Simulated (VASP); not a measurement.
Band structure of Pt (relaxed from the diamond structure, space group Fd-3m). Method: r2SCAN meta-GGA, VASP's PBE PAW potentials (set 64) (plane waves; VASP).

Unless said otherwise, spin-orbit coupling is left out, though it shifts the bands of the heavy elements here.

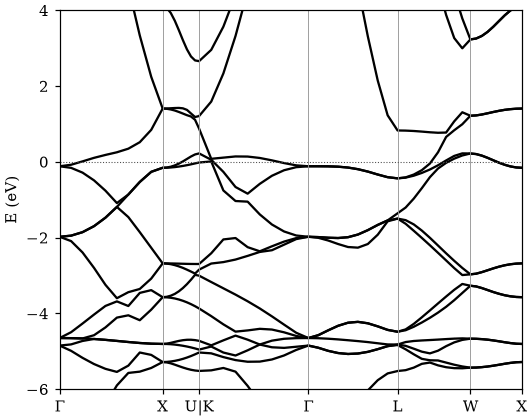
Figure. Bands along high-symmetry lines, zero at the valence-band maximum or, without a gap, the Fermi level

### Question
Read the plot: is there a gap, and where are the band edges?

### Answer
It has no gap at this level: it comes out as a metal or semimetal.

The structure was generated: Pt was put into the diamond type (Fd-3m), which need not be its known phase. It was relaxed first, which changed the volume by +15 %.
